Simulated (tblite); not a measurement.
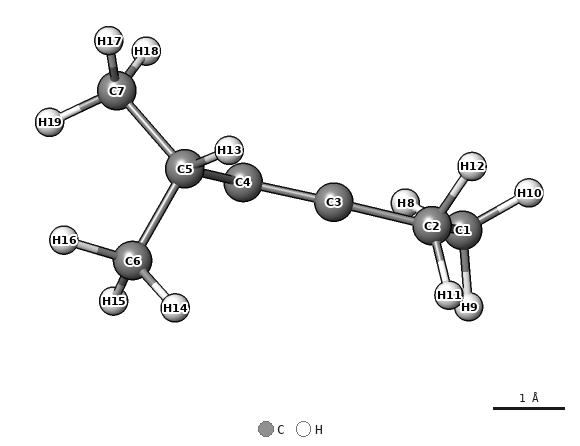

This is the input geometry for a relaxation of C$_{7}$H$_{12}$ (charge +1, multiplicity 2). A ball-and-stick model, seen at a tilt.

Level of theory: tblite 0.8.0, GFN2-xTB geometry optimisation, gas phase.

```xyz
19

C     3.3142    0.1828   -0.3133
C     2.1932   -0.8601   -0.3802
C     0.9455   -0.2026   -0.1157
C    -0.1427    0.5032    0.1082
C    -1.4801   -0.1128    0.1723
C    -2.1888    0.0225   -1.1843
C    -2.2309    0.6091    1.2552
H     2.9357    1.1731    0.0865
H     3.6002    0.3999   -1.3698
H     4.1255   -0.2431    0.2651
H     2.2506   -1.3211   -1.3844
H     2.3750   -1.5871    0.4467
H    -1.4025   -1.1953    0.3951
H    -1.9457   -0.8134   -1.8747
H    -1.9112    0.9672   -1.6996
H    -3.2894    0.0994   -0.9771
H    -2.8126   -0.0879    1.8934
H    -1.4766    1.1158    1.8989
H    -2.8694    1.3593    0.7855
```

### What does the optimiser find from here?

H9 moves most after the best rigid fit: 1.81 Å. Largest moves by element: H 1.81 Å, C 0.88 Å. Some distances before and after: C3–C4 1.316 → 1.221 Å, C4–C5 1.474 → 1.425 Å, C1–H8 1.133 → 1.090 Å, C1–H9 1.116 → 1.090 Å. Bond angles that change, for instance: C3–C4–C5 122.2° → 179.0°, H11–C2–H12 113.1° → 103.4°, C4–C5–H13 110.7° → 103.4°. Groups turn about C1–C2 by about 45°, C5–C7 by about 40°, C5–C6 by about 30°. The energy falls by 43.0 kcal/mol in 186 geometry steps. Cost: 0.95 s on 1 thread of Arm Neoverse V2, on a shared host.

The structure at the end:

```xyz
19

C     3.2911    0.1523    0.1502
C     2.3384   -0.5819   -0.7735
C     0.9630   -0.4649   -0.4412
C    -0.2143   -0.3404   -0.1440
C    -1.5944   -0.1953    0.1775
C    -2.5290   -0.4186   -1.0087
C    -1.9033    1.0542    0.9989
H     3.1877   -0.1949    1.1777
H     3.0869    1.2229    0.1529
H     4.3161   -0.0037   -0.1729
H     2.4759   -0.2505   -1.8156
H     2.5879   -1.6557   -0.8112
H    -1.7899   -1.0488    0.8649
H    -2.3074   -1.3474   -1.5292
H    -2.4120    0.3983   -1.7209
H    -3.5627   -0.4355   -0.6747
H    -2.9372    1.0390    1.3328
H    -1.2506    1.1397    1.8647
H    -1.7563    1.9400    0.3804
```

After the run, drawn alike:

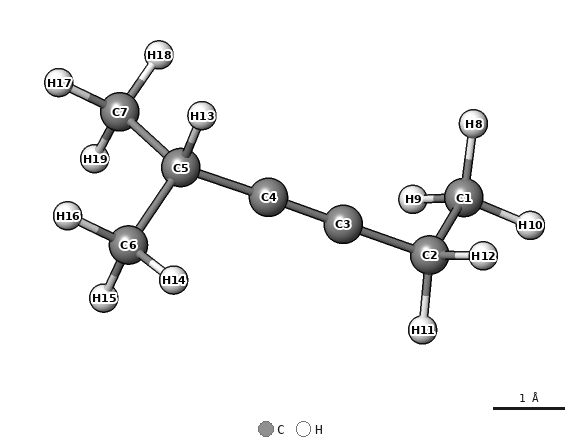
